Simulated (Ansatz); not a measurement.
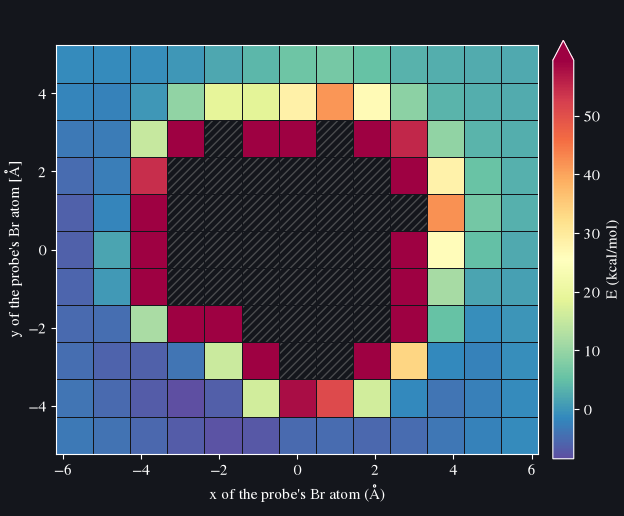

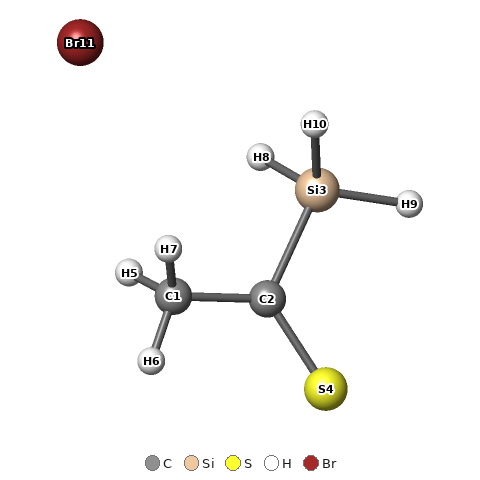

Energy landscape of C₂H₆SSi (SMILES CC([SiH3])=S) with the probe Br-. 
- The probe is moved over the molecule's main plane.
- Coordinates scanned: (1) x of the probe's Br atom; (2) y of the probe's Br atom.
- Nothing is relaxed (molecule and probe rigid).
- The grid has 13 × 11 points. At 33 points there is no value (left out of the scan, as a rule where atoms come close).
- Energies are in kcal/mol, from molecule and probe far apart, each relaxed in its own basis (no counterpoise correction).
- Energies and slopes of some neighbouring points disagree (a jump in structure or state, or too coarse a mesh).
- All numbers below come from RHF/def2-SVPD in Ansatz.

The picture shows one coloured cell a grid point, one colour for all values above the top of the scale, hatched blanks where no value was computed. The second picture is the structure at the lowest point.

Q: Summarise what can be read from the map.

A: The lowest grid point is at x of the probe's Br atom = −2.85 Å, y of the probe's Br atom = −3.80 Å [nearest 2 H at 3.57 Å], −8 kcal/mol from molecule and probe far apart, each relaxed in its own basis (no counterpoise correction). The highest grid point, x of the probe's Br atom = 1.90 Å, y of the probe's Br atom = −2.85 Å [nearest 1 H at 1.29 Å], lies 248 kcal/mol above the lowest.

Each point was launched as `ansatz run input.yaml --threads 1 --pin off --max-ram 2560MiB --backend cpu --events-out ev --progress --plain --runs-dir out`. Time for the 110 points that were run: 23 min on 1 thread of Intel(R) Xeon(R) Platinum 8375C CPU @ 2.90GHz (Ice Lake), with other jobs on the host.
